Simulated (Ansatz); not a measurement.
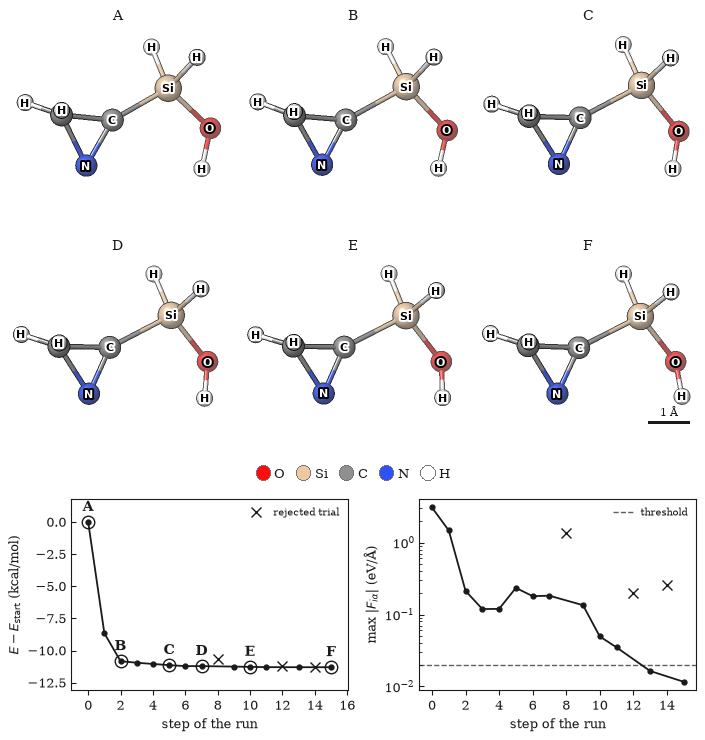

Frames of a relaxation of C2H5NOSi, marked on the history of the run. The picture is a ball-and-stick view, seen at a tilt.

The run prepares an end point of a later path (hydrogen shift) calculation, from a guessed geometry.

The calculation used Ansatz 0.2.0, RKS PBE0/def2-mTZVP. Settings: no spin polarisation; force threshold 0.02 eV/Å; at most 50 steps.

**What happens along the run?**

The atom that moves furthest after the best rigid fit is an H atom (0.30 Å). By element the largest moves are H 0.30 Å, O 0.23 Å, Si 0.11 Å, C 0.11 Å, N 0.06 Å. Near-neighbour distances that change, for instance: C–Si 1.727 → 1.868 Å, H–O 1.018 → 0.962 Å, C–N 1.305 → 1.261 Å, C–C 1.433 → 1.463 Å. Among the angles between lasting bonds that change: Si–C–N 146.9° → 140.0°, Si–C–C 147.8° → 153.4°, H–Si–H 104.9° → 110.4°. Groups turn about O–Si by about 40°. Over 12 accepted moves (15 points after the start) the energy falls by 11.3 kcal/mol. The largest force component goes from 3.1 to 0.012 eV/Å. The line search rejected the trial steps at points 8, 12, 14 of the run. The forces were under the threshold at step 13, but the run went on from there. From step 0 to 2: the Si atom moves most (0.10 Å), energy −10.8 kcal/mol. From step 2 to 5: O and H atoms move most (0.10 Å), energy −0.31 kcal/mol. From step 5 to 7: an H atom moves most (0.06 Å), energy −0.08 kcal/mol. From step 7 to 10: an H atom moves most (0.08 Å), energy −0.06 kcal/mol. From step 10 to 15: an H atom moves most (0.11 Å), energy −0.03 kcal/mol.

```tsv
step	E − E(0), kcal/mol	largest force component, eV/Å	note
0	0.00	3.0704	
1	-8.65	1.4711	
2	-10.82	0.2130	
3	-10.95	0.1191	
4	-11.04	0.1197	
5	-11.13	0.2341	
6	-11.21	0.1800	
7	-11.21	0.1825	
8	-10.62	1.3709	rejected
9	-11.24	0.1348	
10	-11.27	0.0495	
11	-11.29	0.0349	
12	-11.24	0.1961	rejected
13	-11.29	0.0164	
14	-11.27	0.2543	rejected
15	-11.30	0.0116
```
